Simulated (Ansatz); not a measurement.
Computed with PBE (plane waves to 420 eV, PAW; Ansatz, a program for electronic structure).

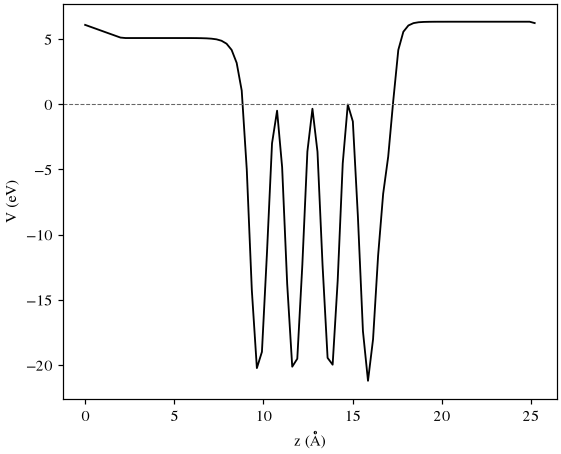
Fig. 1. Planar average of the electrostatic potential across the slab, in eV from the Fermi level, for N on the 1x1 (111) surface of fcc Ni, ferromagnetic, one in a 2x1 cell, started at the site 'bridge Ni-Ni (span 2.5 Å)'

Set-up: 9 atoms, 6.0 Å thick at the start under the adsorbate (thin: gaps and levels are the slab's own); mesh 7x14x1; 0.1 eV smearing; dipole correction on; 4 atoms held, the rest relaxed; symmetry of the start imposed; spin-polarised, no spin-orbit, no U, no dispersion correction. At the end it is bonded to 3 Ni. In PBE it is, or lies within 0.03 eV of, the lowest of the starts that converged.

### Question
The surface cell has an area of 10.73 Å². What dipole along the normal does the step between the two vacuum levels imply?

### Answer
the top vacuum level lies 1.25 eV above the bottom one; p = −ε₀ A ΔV (ε₀ = 0.005526 e/(V·Å)) gives -0.07 e·Å a cell.
